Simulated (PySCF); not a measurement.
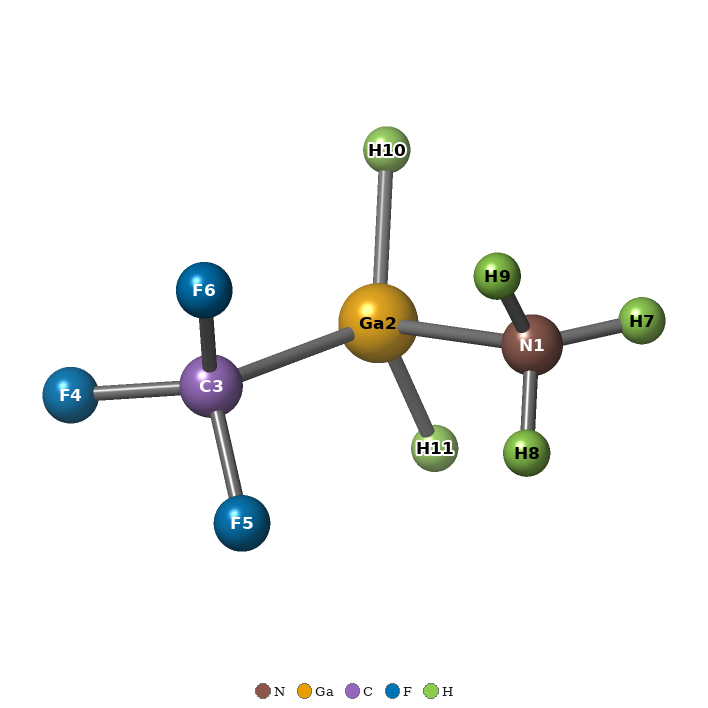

The computed structure is the end point of a PBE0-D3(BJ)/def2-SVP optimisation. No frequency run is at hand to confirm it as a minimum. Method: delta-SCF UKS B3LYP, pcX-2 on the ionised atom, pcseg-1 elsewhere, spin-free X2C (PySCF 2.14.0).

Give the core-electron binding energies (to vacuum) of N1 1s, C3 1s, F4 1s.

```json
{"atom": "N1", "level": "1s", "binding energy (eV)": "407.7"}
{"atom": "C3", "level": "1s", "binding energy (eV)": "296.4"}
{"atom": "F4", "level": "1s", "binding energy (eV)": "692.8"}
```
